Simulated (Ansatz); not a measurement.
Start from BAs in the zinc blende structure (space group F-43m, No. 216; a = 4.7679 Å).

Perturbation: an isotropic linear strain of +2.00 %, atoms relaxed at fixed cell.

Calculations: PBEsol (Ansatz, a program for electronic structure; PAW; 420 eV plane waves; scalar-relativistic without spin-orbit coupling).

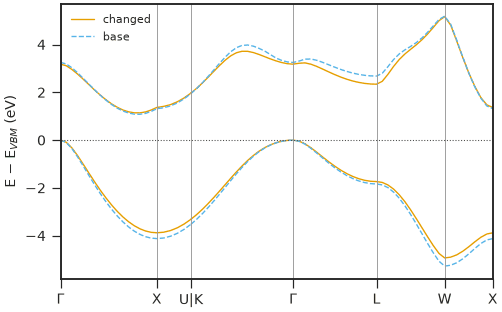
Figure. Highest valence and lowest conduction band along the path, each from its own valence-band maximum

Question: Read the changed gap and its character from the plot.

Answer: About 1.1 eV, indirect, Γ → Γ–X (82 % along).

Semilocal Kohn–Sham gaps tend to fall short of experiment. Stability against distortions was not tested.
